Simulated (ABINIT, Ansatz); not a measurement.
# K2TaNbO6 (P4/mmm): changed settings of a GW run in ABINIT

A base run on K2TaNbO6 (P4/mmm), then changed inputs.

Calculated with ABINIT 10.8.3; LDA and many-body steps on it, plane waves.

**1. Starting point**

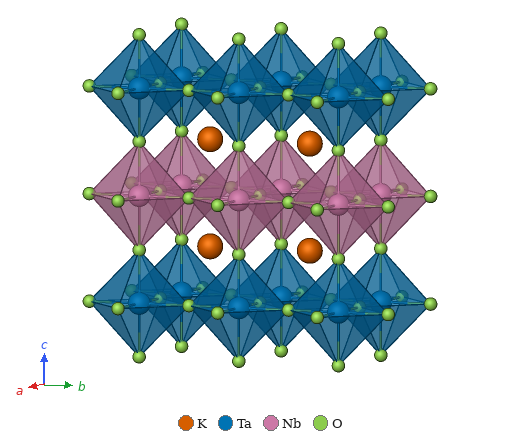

The cell as given, slightly off an axis (potassium orange, tantalum blue, niobium pink, oxygen green). 1×2×1 cells are drawn. Some periodic images of atoms are drawn too.

The cell and positions are those that the Materials Project relaxed with its own functionals (PBE, PBE+U or r2SCAN), kept fixed. Spin-orbit coupling is left out unless a step names it.

**2. Screening, 2×2×1 mesh, 128 bands, screening to 114.3 eV**

This step: ABINIT 10.8.3; RPA screening on LDA, plane waves, norm-conserving pseudopotentials.

The RPA dielectric matrix is built and inverted for each q.

File run.abi:

```
acell 3*1.0 Angstrom
rprim 
  4.051501000000 0.000000000000 0.000000000000
  0.000000000000 4.051501000000 0.000000000000
  0.000000000000 0.000000000000 8.099891000000
ntypat 4
znucl 19 73 41 8
natom 10
typat 1 1 2 3 4 4 4 4 4 4
xred 
  0.500000000000 0.500000000000 0.251188000000
  0.500000000000 0.500000000000 0.748812000000
  0.000000000000 0.000000000000 0.000000000000
  0.000000000000 0.000000000000 0.500000000000
  0.000000000000 0.000000000000 0.247978000000
  0.000000000000 0.000000000000 0.752022000000
  0.000000000000 0.500000000000 0.000000000000
  0.500000000000 0.000000000000 0.000000000000
  0.000000000000 0.500000000000 0.500000000000
  0.500000000000 0.000000000000 0.500000000000
pp_dirpath "pseudos"
pseudos "K.upf, Ta.upf, Nb.upf, O.upf"
ecut 37
ngkpt 2 2 1
nshiftk 1
shiftk 0 0 0
kptopt 1
chksymbreak 0
istwfk *1
occopt 1
irdwfk 1
optdriver 3
nband 128
ecuteps 4.2
inclvkb 2
awtr 1
symchi 1
indata_prefix "in"
outdata_prefix "out"
tmpdata_prefix "tmp"
```

Command:

```
$ OMP_NUM_THREADS=1 mpirun -n 4 abinit run.abi > log
```

Output:

```text
.Version 10.8.3 of ABINIT. v10.8.2 released Aug 2026.

 Symmetries : space group P4/m m m (#123); Bravais tP (primitive tetrag.)
[... echo of the input left out ...]
== DATASET  1 ==================================================================
-   mpi_nproc: 4, omp_nthreads: 1 (-1 if OMP is not activated)

--- !DatasetInfo
iteration_state: {dtset: 1, }
dimensions: {natom: 10, nkpt: 3, mband: 128, nsppol: 1, nspinor: 1, nspden: 1, mpw: 9640, }
cutoff_energies: {ecut:  37.0, pawecutdg:  -1.0, }
electrons: {nelect:   8.00000000E+01, charge:   0.00000000E+00, occopt:   1.00000000E+00, tsmear:   1.00000000E-02, }

 SCREENING: Calculation of the susceptibility and dielectric matrices

 Based on a program developped by R.W. Godby, V. Olevano, G. Onida, and L. Reining.
 Incorporated in ABINIT by V. Olevano, G.-M. Rignanese, and M. Torrent.
.Using double precision arithmetic ; gwpc =  8

[... cell and pseudopotentials left out ...]
--------------------------------------------------------------------------------

 ==== K-mesh for the wavefunctions ====
 Number of points in the irreducible wedge :     3
[... list of points left out ...]
 Together with 16 symmetry operations and time-reversal symmetry
 yields     4 points in the full Brillouin Zone.

 ==== Q-mesh for the screening function ====
 Number of points in the irreducible wedge :     3
[... list of points left out ...]
 Together with 16 symmetry operations and time-reversal symmetry
 yields     4 points in the full Brillouin Zone.

 setmesh: FFT mesh size selected  =    27x   27x   60
          total number of points  =        43740

 vcoul_init : cutoff-mode = AUXILIARY_FUNCTION
 q-points for optical limit:   1
     1)      0.000010    0.000020    0.000030

- screening: taking advantage of time-reversal symmetry
- Maximum band index for partially occupied states nbvw = 40
- Remaining bands to be divided among processors   nbcw = 88
- Number of bands treated by each node ~22

 Number of electrons calculated from density =   80.0000; Expected =   80.0000
 average of density, n =  0.089163
 r_s =    1.3886
 omega_plasma =   28.8036 [eV]

 calculating chi0 at frequencies [eV] :
  1    0.000000E+00    0.000000E+00
  2    0.000000E+00    2.880360E+01

--------------------------------------------------------------------------------
  q-point number  1        q = ( 0.000000, 0.000000, 0.000000) [r.l.u.]
--------------------------------------------------------------------------------
[... chi0 elements left out ...]
 For q-point:  0.000010 0.000020 0.000030
  dielectric constant =  12.1817
  dielectric constant without local fields =  13.0261

  Average fulfillment of the sum rule on Im[epsilon] for q-point    1 :     50.69  [%]
[... wings left out ...]
  q-point number  2        q = ( 0.500000, 0.000000, 0.000000) [r.l.u.]
--------------------------------------------------------------------------------
[... chi0 elements left out ...]
  Average fulfillment of the sum rule on Im[epsilon] for q-point    2 :     53.56  [%]

 [... 1 further q-points ...]
```

It took 80 s on 4 MPI ranks of Arm Neoverse N1, shared host; peak memory 1.6 GiB; 5.3 min of CPU time.

This step gave:

| Quantity | Value |
| --- | --- |
| ε∞ with local fields, on this mesh, along the program's q direction | 12.18 |
| the same without local fields | 13.03 |
| plasma frequency | 28.80 eV |
| plane waves in the screening matrix | 371 |

Local fields lower ε∞ by 6 %. On a Γ-centred mesh this coarse the value itself is usually too large, while a short band sum pulls it down.

**3. Base**

The self-energy is evaluated for the states that the input lists, and the levels follow from it, in one-shot runs by the linearised quasiparticle equation.

This step: G0W0 on LDA, plane waves, norm-conserving pseudopotentials.

run.abi: that of step 2 with these lines changed.

```diff
@@ -31,8 +31,19 @@
 irdwfk 1
-optdriver 3
+optdriver 4
 nband 128
+gwcalctyp 0
+ecutsigx 37
+symsigma 1
+nkptgw 3
+kptgw 
+  0.5000000000 0.5000000000 0.0000000000
+  0.0000000000 0.0000000000 0.0000000000
+  0.5000000000 0.0000000000 0.0000000000
+bdgw 
+  38 42
+  39 43
+  39 42
 ecuteps 4.2
-inclvkb 2
-awtr 1
-symchi 1
+irdscr 1
+ppmodel 1
 indata_prefix "in"
```

Output:

```text
.Version 10.8.3 of ABINIT. v10.8.2 released Aug 2026.

 Symmetries : space group P4/m m m (#123); Bravais tP (primitive tetrag.)
[... echo of the input left out ...]
== DATASET  1 ==================================================================
-   mpi_nproc: 4, omp_nthreads: 1 (-1 if OMP is not activated)

--- !DatasetInfo
iteration_state: {dtset: 1, }
dimensions: {natom: 10, nkpt: 3, mband: 128, nsppol: 1, nspinor: 1, nspden: 1, mpw: 9640, }
cutoff_energies: {ecut:  37.0, pawecutdg:  -1.0, }
electrons: {nelect:   8.00000000E+01, charge:   0.00000000E+00, occopt:   1.00000000E+00, tsmear:   1.00000000E-02, }

 SIGMA: Calculation of the GW corrections

 Based on a program developped by R.W. Godby, V. Olevano, G. Onida, and L. Reining.
 Incorporated in ABINIT by V. Olevano, G.-M. Rignanese, and M. Torrent.
.Using double precision arithmetic ; gwpc =  8

[... cell and pseudopotentials left out ...]
--------------------------------------------------------------------------------

 ==== K-mesh for the wavefunctions ====
 Number of points in the irreducible wedge :     3
[... list of points left out ...]
 Together with 16 symmetry operations and time-reversal symmetry
 yields     4 points in the full Brillouin Zone.

 ==== Q-mesh for screening function ====
 Number of points in the irreducible wedge :     3
[... list of points left out ...]
 Together with 16 symmetry operations and time-reversal symmetry
 yields     4 points in the full Brillouin Zone.

 vcoul_init : cutoff-mode = AUXILIARY_FUNCTION
 q-points for optical limit:   1
     1)      0.000010    0.000020    0.000030
 setmesh: FFT mesh size selected  =    45x   45x   90
          total number of points  =       182250

 Number of electrons calculated from density =   80.0000; Expected =   80.0000
 average of density, n =  0.089163
 r_s =    1.3886
 omega_plasma =   28.8036 [eV]

 === KS Band Gaps ===
  >>>> For spin  1
   Minimum direct gap =   1.7828 [eV], located at k-point      :   0.5000  0.0000  0.0000
   Fundamental gap    =   1.3158 [eV], Top of valence bands at :   0.5000  0.5000  0.0000
                                       Bottom of conduction at :   0.0000  0.0000  0.0000
 SIGMA fundamental parameters:
 PLASMON POLE MODEL  1
 number of plane-waves for SigmaX                 9629
 number of plane-waves for SigmaC and W            371
 number of plane-waves for wavefunctions          9629
 number of bands                                   128
 number of independent spin polarizations            1
 number of spinorial components                      1
 number of k-points in IBZ                           3
 number of q-points in IBZ                           3
 number of symmetry operations                      16
 number of k-points in BZ                            4
 number of q-points in BZ                            4
 number of frequencies for dSigma/dE                 9
 frequency step for dSigma/dE [eV]                0.25
 number of omega for Sigma on real axis              0
 max omega for Sigma on real axis  [eV]           0.00
 zcut for avoiding poles [eV]                     0.10

 EPSILON^-1 parameters (SCR file):
 dimension of the eps^-1 matrix on file            371
 dimension of the eps^-1 matrix used               371
 number of plane-waves for wavefunctions          9629
 number of bands                                   128
 number of q-points in IBZ                           3
 number of frequencies                               2
 number of real frequencies                          1
 number of imag frequencies                          1

 matrix elements of self-energy operator (all in [eV])

 Perturbative Calculation

--- !SelfEnergy_ee
iteration_state: {dtset: 1, }
kpoint     : [   0.500,    0.500,    0.000, ]
spin       : 1
KS_gap     :    4.084
QP_gap     :    5.582
Delta_QP_KS:    1.499
data: !SigmaeeData |
     Band     E0 <VxcDFT>   SigX SigC(E0)      Z dSigC/dE  Sig(E)    E-E0       E
       38   4.921 -19.856 -25.043   5.526   0.760  -0.316 -19.599   0.258   5.179
       39   4.921 -19.856 -25.043   5.526   0.760  -0.316 -19.599   0.258   5.179
       40   4.980 -19.825 -25.041   5.500   0.764  -0.310 -19.608   0.217   5.197
       41   9.064 -18.489 -12.286  -3.999   0.779  -0.284 -16.773   1.716  10.779
       42   9.064 -18.489 -12.286  -3.999   0.779  -0.284 -16.773   1.716  10.779

--- !SelfEnergy_ee
iteration_state: {dtset: 1, }
kpoint     : [   0.000,    0.000,    0.000, ]
spin       : 1
KS_gap     :    2.020
QP_gap     :    3.475
Delta_QP_KS:    1.455
data: !SigmaeeData |
     Band     E0 <VxcDFT>   SigX SigC(E0)      Z dSigC/dE  Sig(E)    E-E0       E
       39   4.275 -19.996 -25.476   5.609   0.766  -0.306 -19.897   0.099   4.374
[...]
--- !SelfEnergy_ee
iteration_state: {dtset: 1, }
kpoint     : [   0.500,    0.000,    0.000, ]
spin       : 1
KS_gap     :    1.783
QP_gap     :    3.138
Delta_QP_KS:    1.355
data: !SigmaeeData |
     Band     E0 <VxcDFT>   SigX SigC(E0)      Z dSigC/dE  Sig(E)    E-E0       E
[...]
40   4.884 -19.778 -24.946   5.507   0.760  -0.315 -19.520   0.257   5.141
       41   6.667 -15.714  -9.470  -4.241   0.805  -0.242 -14.101   1.612   8.279
       42   8.789 -18.585 -12.521  -3.910   0.780  -0.282 -16.905   1.680  10.469

 New Fermi energy :        2.253680E-01 Ha ,    6.132577E+00 eV

 === QP Band Gaps ===
  >>>> For spin  1
   Minimum direct gap =   3.1379 [eV], located at k-point      :   0.5000  0.0000  0.0000
   Fundamental gap    =   2.6519 [eV], Top of valence bands at :   0.5000  0.5000  0.0000
                                       Bottom of conduction at :   0.0000  0.0000  0.0000

== END DATASET(S) ==============================================================
================================================================================

 -outvars: echo values of variables after computation  --------
           etotal      0.0000000000E+00
            nband         128
             nkpt           3
          spgroup         123
 [... the other variables as echoed above ...]

 Calculation completed.
```

The job ended after 29 s (4 MPI ranks; peak memory 1.1 GiB).

This step gave:

```yaml
g0w0_gap_on_the_points_computed: 2.652 eV
starting_gap_on_the_mesh: 1.316 eV
k_of_the_valence_top: 0.5, 0.5, 0
k_of_the_conduction_bottom: 0, 0, 0
z_at_the_valence_top: 0.764
z_at_the_conduction_bottom: 0.802
least_direct_g0w0_gap_on_the_computed_points: 3.138 eV
```

The gap on the mesh goes from 1.32 eV to 2.65 eV, a correction of +1.34 eV.

**4. Scissors in G**

run.abi: that of step 3 with these lines changed.

```diff
@@ -48,2 +48,3 @@
 ppmodel 1
+mbpt_sciss 1.0 eV
 indata_prefix "in"
```

Output:

```text
.Version 10.8.3 of ABINIT. v10.8.2 released Aug 2026.

 Symmetries : space group P4/m m m (#123); Bravais tP (primitive tetrag.)
[... echo of the input left out ...]
== DATASET  1 ==================================================================
-   mpi_nproc: 4, omp_nthreads: 1 (-1 if OMP is not activated)

--- !DatasetInfo
iteration_state: {dtset: 1, }
dimensions: {natom: 10, nkpt: 3, mband: 128, nsppol: 1, nspinor: 1, nspden: 1, mpw: 9640, }
cutoff_energies: {ecut:  37.0, pawecutdg:  -1.0, }
electrons: {nelect:   8.00000000E+01, charge:   0.00000000E+00, occopt:   1.00000000E+00, tsmear:   1.00000000E-02, }

 SIGMA: Calculation of the GW corrections

 Based on a program developped by R.W. Godby, V. Olevano, G. Onida, and L. Reining.
 Incorporated in ABINIT by V. Olevano, G.-M. Rignanese, and M. Torrent.
.Using double precision arithmetic ; gwpc =  8

[... cell and pseudopotentials left out ...]
--------------------------------------------------------------------------------

 ==== K-mesh for the wavefunctions ====
 Number of points in the irreducible wedge :     3
[... list of points left out ...]
 Together with 16 symmetry operations and time-reversal symmetry
 yields     4 points in the full Brillouin Zone.

 ==== Q-mesh for screening function ====
 Number of points in the irreducible wedge :     3
[... list of points left out ...]
 Together with 16 symmetry operations and time-reversal symmetry
 yields     4 points in the full Brillouin Zone.

 vcoul_init : cutoff-mode = AUXILIARY_FUNCTION
 q-points for optical limit:   1
     1)      0.000010    0.000020    0.000030
 setmesh: FFT mesh size selected  =    45x   45x   90
          total number of points  =       182250

 Number of electrons calculated from density =   80.0000; Expected =   80.0000
[...]
Perturbative Calculation

--- !SelfEnergy_ee
iteration_state: {dtset: 1, }
kpoint     : [   0.500,    0.500,    0.000, ]
spin       : 1
KS_gap     :    4.084
QP_gap     :    5.739
Delta_QP_KS:    1.655
data: !SigmaeeData |
     Band     E0 <VxcDFT>   SigX SigC(E0)      Z dSigC/dE  Sig(E)    E-E0       E
       38   4.921 -19.856 -25.043   5.565   0.761  -0.314 -19.568   0.289   5.209
       39   4.921 -19.856 -25.043   5.565   0.761  -0.314 -19.568   0.289   5.209
       40   4.980 -19.825 -25.041   5.539   0.765  -0.308 -19.578   0.247   5.227
[...]
--- !SelfEnergy_ee
iteration_state: {dtset: 1, }
kpoint     : [   0.000,    0.000,    0.000, ]
spin       : 1
KS_gap     :    2.020
QP_gap     :    3.622
Delta_QP_KS:    1.601
data: !SigmaeeData |
     Band     E0 <VxcDFT>   SigX SigC(E0)      Z dSigC/dE  Sig(E)    E-E0       E
[...]
--- !SelfEnergy_ee
iteration_state: {dtset: 1, }
kpoint     : [   0.500,    0.000,    0.000, ]
spin       : 1
KS_gap     :    1.783
QP_gap     :    3.278
Delta_QP_KS:    1.495
data: !SigmaeeData |
     Band     E0 <VxcDFT>   SigX SigC(E0)      Z dSigC/dE  Sig(E)    E-E0       E
[...]
41   6.667 -15.714  -9.470  -4.272   0.806  -0.240 -13.930   1.783   8.450
       42   8.789 -18.585 -12.521  -3.961   0.782  -0.279 -16.722   1.863  10.651

 New Fermi energy :        2.434439E-01 Ha ,    6.624447E+00 eV

 === QP Band Gaps ===
  >>>> For spin  1
   Minimum direct gap =   3.2783 [eV], located at k-point      :   0.5000  0.0000  0.0000
   Fundamental gap    =   2.7948 [eV], Top of valence bands at :   0.5000  0.5000  0.0000
                                       Bottom of conduction at :   0.0000  0.0000  0.0000

== END DATASET(S) ==============================================================
================================================================================

 -outvars: echo values of variables after computation  --------
           etotal      0.0000000000E+00
            nband         128
             nkpt           3
          spgroup         123
 [... the other variables as echoed above ...]

 Calculation completed.
```

The job ended after 29 s (4 MPI ranks; peak memory 1.1 GiB).

Numbers from this step:

```
G0W0 gap on the points computed              : 2.795 eV
starting gap on the mesh                     : 1.316 eV
k of the valence top                         : 0.5, 0.5, 0
k of the conduction bottom                   : 0, 0, 0
Z at the valence top                         : 0.765
Z at the conduction bottom                   : 0.804
least direct G0W0 gap on the computed points : 3.278 eV
```

[end of part 1 of 2]

[Paths, hosts, dates, memory and timing lines, banners, echoed tables and standing remarks are left out of the program output.]

[Logs are printed without paths, hosts, clocks, repeated set-up lines and the standing remarks that a program may print on its own settings, such as how far it seeks lower states.]

[Runs of the session that timed out or met a known fault of the program may be left out.]

[Hosts, paths, dates, database ids (printed as entryN), source tags and the programs' standing remarks are cut or masked in the printed files.]

[G0W0 gaps are taken among the corrected bands and points alone; a level outside them can change the order at an edge.]

[Where Ansatz stands beside ABINIT at settings called matched, ABINIT's density can come from a denser mesh and the files from another edition; pairs whose starting gaps differed by over 0.03 eV were left out, so agreement reads better than it is.]
